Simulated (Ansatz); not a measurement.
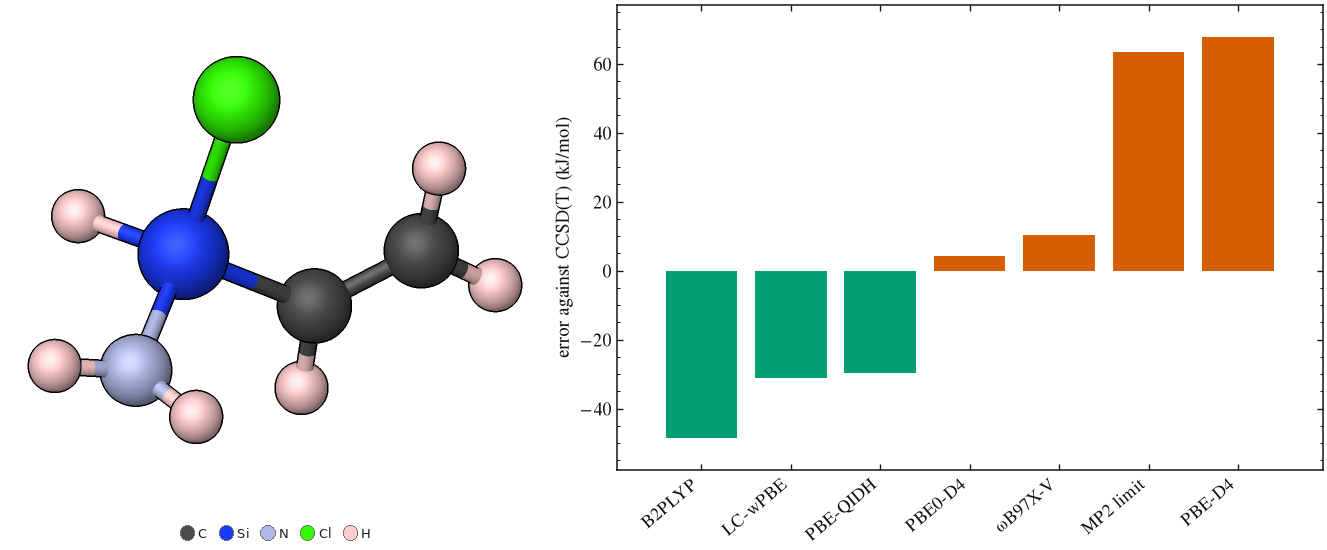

Error in the electronic atomisation energy (method less reference, so positive means overbinding) of C₂H₆ClNSi, SMILES C=C[Si@@H](N)Cl: functionals in def2-TZVPP against frozen-core CCSD(T) at the limit (MP2 extrapolated from triple and quadruple zeta, plus CCSD(T) less MP2 in a smaller set), which gives 4145.6 kJ/mol, at a PBE0-D4/def2-TZVP geometry (a minimum by its frequencies), no zero-point or spin-orbit term, the Ansatz code. The reference leaves out core correlation, a term that grows with the number of heavy atoms. B2PLYP and PBE-QIDH hold a correlation term that converges slowly with the basis, so part of the distance to the limit is basis error. No dispersion term is added to B2PLYP, LC-wPBE and PBE-QIDH. Limit means the basis limit.

Q: What range do the values span?

A: From −48.5 kJ/mol (B2PLYP) to 67.8 kJ/mol (PBE-D4).

Q: Which of these levels overbind, and which underbind?

A: Overbind: MP2 limit and PBE-D4. Underbind: B2PLYP, LC-wPBE and PBE-QIDH. Within 25 kJ/mol of zero, too close to call in view of what the reference leaves out: PBE0-D4 and ωB97X-V.

Caveats, for all or some of the runs: one conformer of a flexible molecule.
